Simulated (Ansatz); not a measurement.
```yaml
crystal:
  lattice:
    - [3.77923, 0.00000, 0.00820]
    - [0.00000, 3.78054, 0.00000]
    - [-0.04916, 0.00000, 15.63635]
  atoms:
    - { symbol: La, position: [0.49955, 0.00000, 0.39521] }
    - { symbol: La, position: [0.99885, 0.50000, 0.17607] }
    - { symbol: La, position: [0.00072, 0.50000, 0.60479] }
    - { symbol: La, position: [0.50141, 0.00000, 0.82393] }
    - { symbol: Ta, position: [0.50000, 0.00000, 0.03212] }
    - { symbol: Ta, position: [0.00026, 0.50000, 0.96788] }
    - { symbol: F, position: [0.99920, 0.00000, 0.29243] }
    - { symbol: F, position: [0.49921, 0.50000, 0.29260] }
    - { symbol: F, position: [0.00106, 0.00000, 0.70740] }
    - { symbol: F, position: [0.50107, 0.50000, 0.70757] }
```

Space group P2₁/m; a generated structure, not necessarily the stable one; not relaxed (largest force 0.3 eV/Å).

These are results of DFT r2SCAN, scalar-relativistic, plane waves, PAW (Ansatz), not measurements.

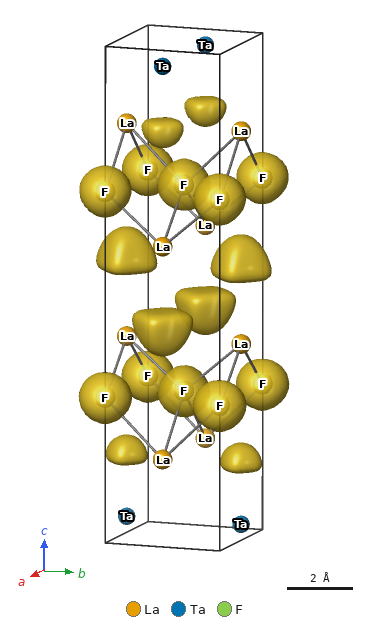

La$_{2}$TaF$_{2}$. Isosurface of the electron localisation function at 0.7 (yellow), seen slightly off an axis. Only the valence region is drawn (cores and ρ < 0.01 e/Å³ removed). Sticks mark near contacts.

In a PAW calculation such maps are meaningful between the atoms, not at the nuclei.

> What do the ELF domains correspond to?

The surface consists of four regions wrapped around F (the valence shell of each) and four pockets between the atoms, centred on no nucleus (multi-centre or interstitial), counted in one cell of 10 atoms. Regions shared between cells count once.

Values along the shortest contacts:
La–F (2.48 Å): the ELF is about 0.20 at the midpoint: no shared electron pair shows on this line. Ta–Ta (2.85 Å): the ELF is about 0.35 at the midpoint.
